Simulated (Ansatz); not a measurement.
The calculation's input:

```
crystal:
  periodic: [false, false, false]
  atoms:
    - { symbol: C, position_ang: [-0.47408, 1.14479, -0.63236] }
    - { symbol: "N", position_ang: [-0.49901, 0.17867, 0.19056] }
    - { symbol: Al, position_ang: [0.84093, -1.22469, 0.44782] }
    - { symbol: F, position_ang: [0.31372, -2.20313, 1.62556] }
    - { symbol: H, position_ang: [0.37659, 1.25448, -1.3021] }
    - { symbol: H, position_ang: [-1.27418, 1.88235, -0.70219] }
    - { symbol: H, position_ang: [1.93087, -2.30473, 0.57874] }
    - { symbol: H, position_ang: [2.04398, -1.15243, -0.4311] }
total_charge: 1
basis:
  gaussian: { orbitals: cc-pVDZ }
hamiltonian:
  xc: pbe
  dispersion: d4
relax:
  f_tol: 0.02
  max_steps: 50
output:
  orbitals: {}
```

Launched as:

```sh
ansatz run input.yaml --threads 1 --pin off --max-ram 2048MiB --backend cpu --events-out ev --progress --plain --runs-dir out
```

The fields are those of the relaxed geometry.

At this geometry the atoms fall into two loosely joined parts.

These are results of RKS PBE-D4/cc-pVDZ in Ansatz 0.2.0, not measurements.

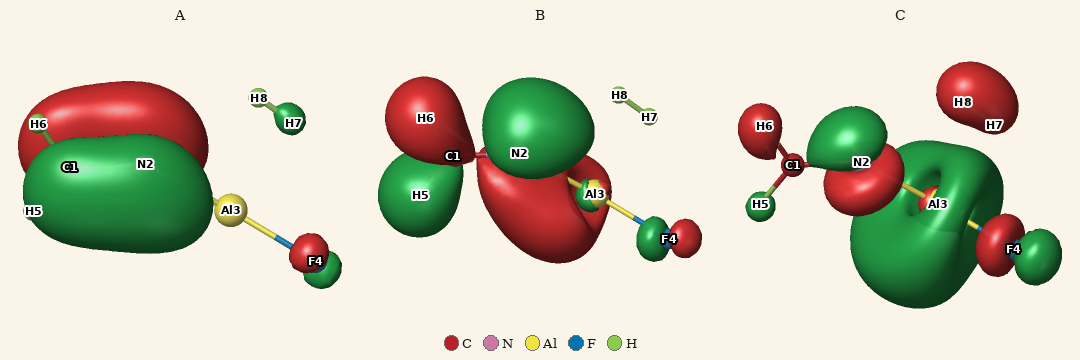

CH₄AlFN (charge +1). Three frontier orbitals at ±0.1 Å⁻³ᐟ² (green and red are the two phases), in no order.

Question: Which picture is the HOMO−1, the HOMO and the LUMO?

Answer: A is the HOMO−1 (−14.35 eV). By Hirshfeld shares it lies mainly on N2 (about 55 %) and C1 (about 35 %); π-bonding across N2–C1. B is the HOMO (−11.68 eV). It lies mainly on N2 (about 50 %), Al3 (about 20 %), C1 (about 15 %), H5 (about 10 %) and H6 (about 5 %). C is the LUMO (−8.73 eV). It lies mainly on Al3 (about 60 %), N2 (about 15 %) and F4 (about 10 %).

Question: What is the HOMO–LUMO gap?

Answer: 2.95 eV between the orbital energies.
